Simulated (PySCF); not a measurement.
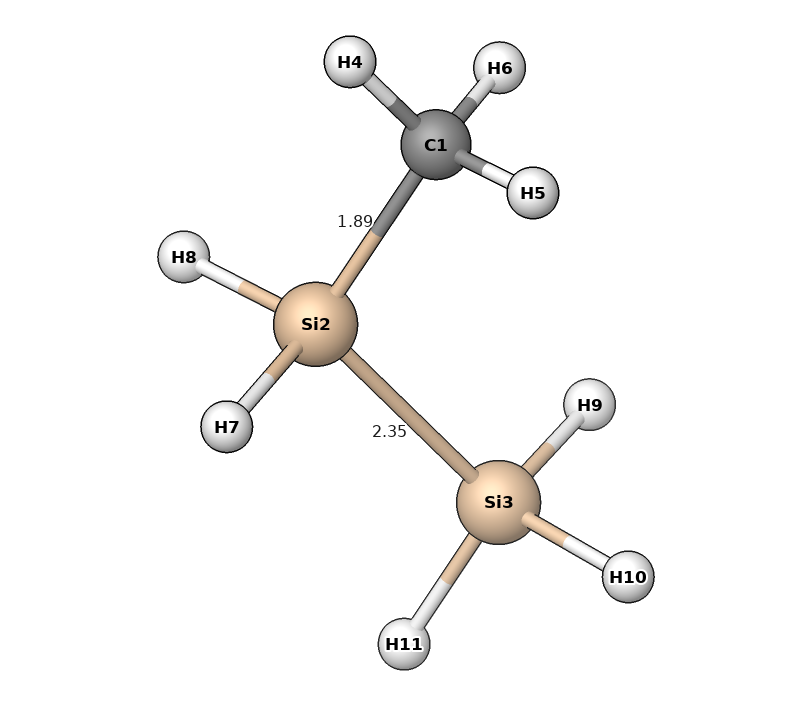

The numbers beside the sticks are distances in Å. Sticks don't show bond order. The computed structure is the end point of a PBE0-D3(BJ)/def2-SVP optimisation. No frequency run is at hand to confirm it as a minimum.

### Which of the marked bonds are single, double, triple or aromatic?

C1–Si2 single; Si2–Si3 single.

### Give the structure as SMILES.

C[SiH2][SiH3]
